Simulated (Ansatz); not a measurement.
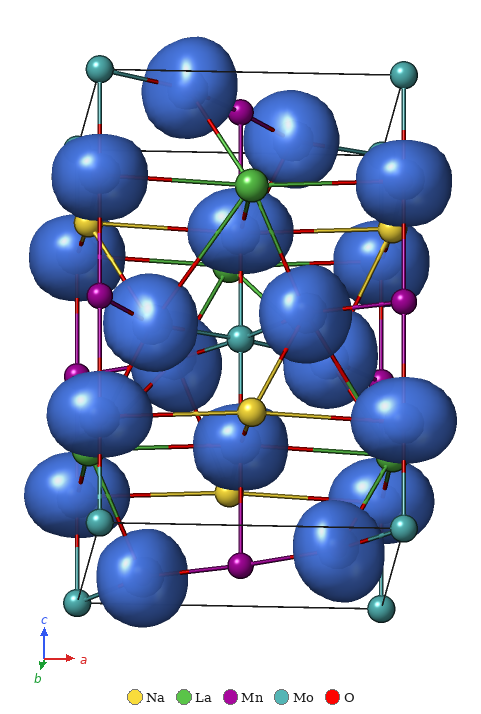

Figure 1: NaLaMnMoO6. Isosurface of the electron localisation function at 0.7 (blue), seen at an oblique angle. Core shells and regions of very low density are left out. Sticks mark near contacts.

Space group I-4; a generated structure, not necessarily the stable one; the program warned that a starting moment wasn't kept; spin-polarised.

These are results of Kohn-Sham DFT of a periodic cell, RPBE, Ansatz PAW in Ansatz, not measurements.

```
Na La Mn Mo O
1.0
     5.43636    0.00000    0.00000
     0.00000    5.43636    0.00000
     0.00000    0.00000    8.37965
Na La Mn Mo O
2 2 2 2 12
Direct
  0.50000 0.00000 0.25000
  0.00000 0.50000 0.75000
  0.00000 0.50000 0.25000
  0.50000 0.00000 0.75000
  0.00000 0.00000 0.50000
  0.50000 0.50000 0.00000
  0.00000 0.00000 0.00000
  0.50000 0.50000 0.50000
  0.30582 0.19299 0.99439
  0.80582 0.69299 0.49439
  0.80701 0.30582 0.00561
  0.30701 0.80582 0.50561
  0.19418 0.30701 0.49439
  0.69418 0.80701 0.99439
  0.19299 0.69418 0.00561
  0.69299 0.19418 0.50561
  0.00000 0.00000 0.23347
  0.50000 0.50000 0.73347
  0.00000 0.00000 0.76653
  0.50000 0.50000 0.26653
```

### What do the ELF domains correspond to?

The surface consists of twelve regions wrapped around O (the valence shell of each), counted in one cell of 20 atoms. Regions shared between cells count once. Along the contacts the grid gives the following. Mo–O (1.96 Å): the ELF peaks at about 0.80 in the valence shell of O, 0.6 Å from its nucleus, and drops to about 0.25 between the two atoms; no localised pair shows between them. Mn–O (1.98 Å): the ELF peaks at about 0.80 in the valence shell of O, 0.6 Å from its nucleus, and is about 0.20 at the midpoint; no localised pair shows between them.

### Which magnetic arrangement did the calculation end in?

Parallel moments, as they must be, since the calculation's own cell holds one magnetic site; site moments Mn: +3.2 μB (×2) in one cell of 20 atoms, with smaller moments on Mo (up to −0.14 μB) and O (up to +0.05 μB).
